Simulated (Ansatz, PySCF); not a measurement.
Bond stretch in SMILES IC, singlet. The C1–I5 bond (C1 also carries H, H, H; I5 carries nothing else) is varied alone, starting from the PBE0/def2-TZVP, def2 effective core potentials past Kr optimised geometry.

```
5

C      0.0000     0.0000     0.0000
H     -0.8956    -0.5170    -0.3302
H      0.0000     1.0341    -0.3302
H      0.8956    -0.5170    -0.3302
I      0.0000     0.0000     2.1291
```

RHF/def2-SVP, def2 effective core potentials past Kr (PySCF); UHF/3-21G = unrestricted Hartree-Fock/3-21G run with PySCF; UKS-PBE0 = unrestricted PBE0/def2-SVP, def2 effective core potentials past Kr run with PySCF; UKS-PBE = Ansatz (an electronic-structure program) with unrestricted PBE/def2-SVP, def2 effective core potentials past Kr; UKS-TPSSh = unrestricted TPSSh/def2-SVP, def2 effective core potentials past Kr (PySCF 2.14.0).

Energies are in kJ/mol, each relative to the lowest point of its own curve near equilibrium.

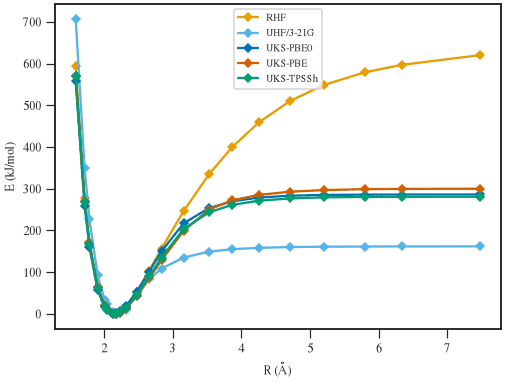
Fig. 1. Energy against bond length for each method.

```
R / Å    RHF  UHF/3-21G  UKS-PBE0  UKS-PBE  UKS-TPSSh
-----  -----  ---------  --------  -------  ---------
1.59   594.4      707.5     558.8    571.4      570.2
1.72   278.3      349.2     258.8    270.2      267.9
1.79   173.2      226.4     159.8    169.9      167.5
1.91    63.3       92.8      57.1     64.3       62.3
2.01    18.4       33.6      15.8     20.2       18.9
2.04    10.8       22.5       9.0     12.5       11.4
2.13     0.0        3.3       0.0      0.7        0.3
2.18     0.2        0.0       0.8      0.0        0.0
2.24     4.9        1.3       5.9      3.2        3.7
2.32    16.8       10.2      18.0     12.7       13.9
2.48    53.0       43.7      53.4     43.0       45.7
2.66   103.5       82.9     101.3     85.3       89.7
2.84   156.5      108.6     150.2    128.8      135.1
3.16   246.1      134.9     216.9    198.7      203.4
3.53   334.5      149.1     253.6    250.2      243.6
3.87   400.2      155.0     269.9    272.3      261.3
4.26   459.5      158.3     278.9    285.3      271.4
4.71   510.3      160.1     283.3    292.8      276.7
5.20   548.7      161.0     285.1    296.8      279.3
5.80   579.2      161.4     285.8    298.9      280.3
6.34   597.0      161.6     286.1    299.7      280.6
7.48   620.4      161.8     286.2    300.0      280.8
```

At the longest distance, 7.48 Å, RHF lies highest above its minimum (620.4 kJ/mol) and UHF/3-21G lowest (161.8 kJ/mol).

The restricted form behind RHF keeps the bonding electrons paired and can't separate into open-shell fragments. The unrestricted determinant behind UHF/3-21G is spin-contaminated at 2.66 to 7.48 Å (<S²> up to 1.0, against 0.00 for a pure singlet). The unrestricted determinant behind UKS-PBE0, UKS-TPSSh is spin-contaminated at 3.16 to 7.48 Å (<S²> up to 1.0, against 0.00 for a pure singlet). The unrestricted determinant behind UKS-PBE is spin-contaminated at 3.53 to 7.48 Å (<S²> up to 1.0, against 0.00 for a pure singlet).
